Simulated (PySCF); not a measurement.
**U-r2SCAN/cc-pVTZ run of BNH3O (SMILES N[B]O)**

Aim: the vertical ionisation energy of BNH3O at U-r2SCAN/cc-pVTZ, from 2 runs. Input form: a Python script.

Program for the calculation: PySCF 2.14.0.

## 1. The system as given

The species is BNH3O (6 atoms), meant as a doublet with charge 0. SMILES: `N[B]O`. The shape is that of a PBE0-D4/def2-TZVP optimisation. This is one conformer, not always the lowest.

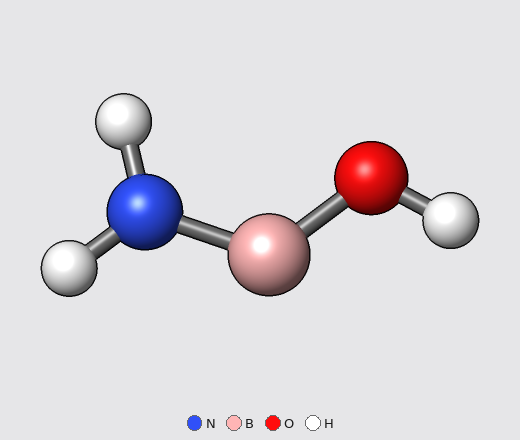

The structure, seen from a chosen angle (nitrogen blue, boron pink, oxygen red, hydrogen white).

## 2. The energy at U-r2SCAN/cc-pVTZ

The input, input.py:

```python
from pyscf import gto, dft

mol = gto.M(
    atom='''
N       -0.781300       0.184600      -0.560400
B        0.032600      -0.490400       0.341500
O        1.270200      -0.047100       0.684600
H       -1.694900      -0.139800      -0.815500
H       -0.498900       1.042700      -1.012000
H        1.714300      -0.614000       1.315700
''',
    max_memory=1860,
    charge=0,
    basis='cc-pvtz',
    spin=1,
    verbose=3,
)

mf = dft.UKS(mol, xc='r2scan')
mf.conv_tol = 1e-10
mf.grids.level = 1
mf.kernel()
if not mf.converged:
    mf = mf.newton().run(mf.mo_coeff, mf.mo_occ)

e_final = mf.e_tot
print('E(%s) = %.9f' % ('R2SCAN', e_final))
```

Launch:

```sh
$ OMP_NUM_THREADS=1 python input.py
```

The log of the run:

```text
WARN: HOMO -0.169561527853194 >= LUMO -0.169561527853197

converged SCF energy = -156.631496352768  <S^2> = 0.75386122  2S+1 = 2.0038575
E(R2SCAN) = -156.631496353
```

Run time: 12 s. Hardware: 1 thread of AMD EPYC 7R43 (Zen 3), shared host; peak memory 0.54 GiB.

## 3. The singlet cation at the same level

Edit input.py of step 2 so:

```diff
@@ -11,10 +11,11 @@
 ''',
+    verbose=4,
+    spin=0,
+    basis='cc-pvtz',
+    charge=1,
     max_memory=1860,
-    charge=0,
-    basis='cc-pvtz',
-    spin=1,
-    verbose=3,
 )
 
-mf = dft.UKS(mol, xc='r2scan')
+mf = dft.RKS(mol)
+mf.xc = 'r2scan'
 mf.conv_tol = 1e-10
@@ -26,2 +27,2 @@
 e_final = mf.e_tot
-print('E(%s) = %.9f' % ('R2SCAN', e_final))
+print('E = %.10f Eh' % e_final)
```

Launch:

```sh
$ OMP_NUM_THREADS=1 python input.py
```

The log of the run:

```text
PySCF version 2.14.0

[... 79 lines left out ...]
converged SCF energy = -156.334112809703
E = -156.3341128097 Eh
```

Run time: 7.8 s. Hardware: 1 thread of AMD EPYC 7R43 (Zen 3), shared host; peak memory 0.53 GiB.

## 4. Outcome

Level: U-r2SCAN/cc-pVTZ.

```
                                          quantity          value
                       doublet BNH3O: total energy  -156.63150 Eh
                      doublet BNH3O: dipole moment         0.49 D
 doublet BNH3O: HOMO energy (highest over α and β)       -4.43 eV
  doublet BNH3O: LUMO energy (lowest over α and β)       -1.11 eV
                               doublet BNH3O: ⟨S²⟩          0.754
                      singlet cation: total energy  -156.33411 Eh
                       singlet cation: HOMO energy      -13.92 eV
                       singlet cation: LUMO energy      -11.07 eV
                     singlet cation: HOMO–LUMO gap        2.85 eV
vertical ionisation energy (to the singlet cation)       8.092 eV
```

**Reading.** The vertical ionisation energy comes to 8.09 eV (781 kJ/mol). Only the singlet of the ionised species was computed; a triplet could lie lower.
